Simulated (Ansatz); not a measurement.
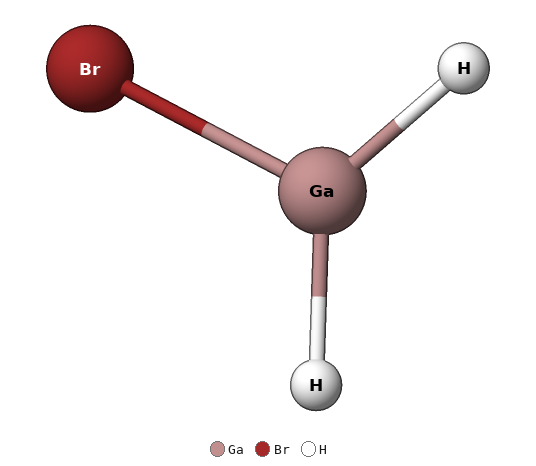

Sticks follow a distance rule. Harmonic vibrations computed with RKS PBE0-D4/def2-TZVP (Ansatz 0.2.0) at a stationary point of the same level.

> Minimum or transition state?

A minimum: no imaginary frequency, and the lowest mode lies at 304 cm⁻¹.

> How many vibrational modes are there, and where do they lie?

6 modes: 304, 480, 606, 727, 2015, 2028 cm⁻¹.
